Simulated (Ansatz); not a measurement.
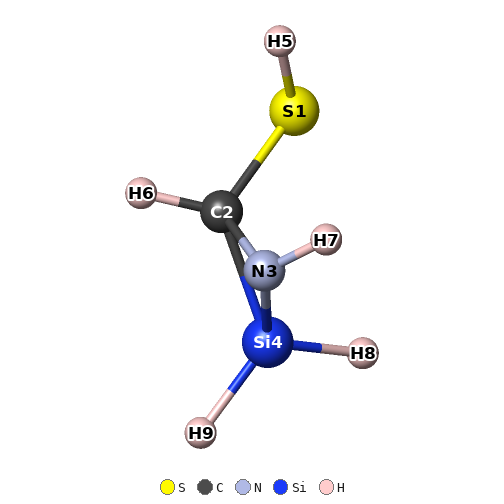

Harmonic vibrations computed with RKS PBE0-D4/def2-TZVP (Ansatz 0.2.0) at a stationary point of the same level.

Is this a minimum or a saddle point?

Answer. A minimum: no imaginary frequency, and the lowest mode lies at 194 cm⁻¹.

List the wavenumbers.

Answer. 21 modes: 194, 289, 345, 440, 547, 636, 676, 716, 735, 807, 918, 941, 1037, 1099, 1155, 1265, 2261, 2280, 2659, 3142, 3600 cm⁻¹.
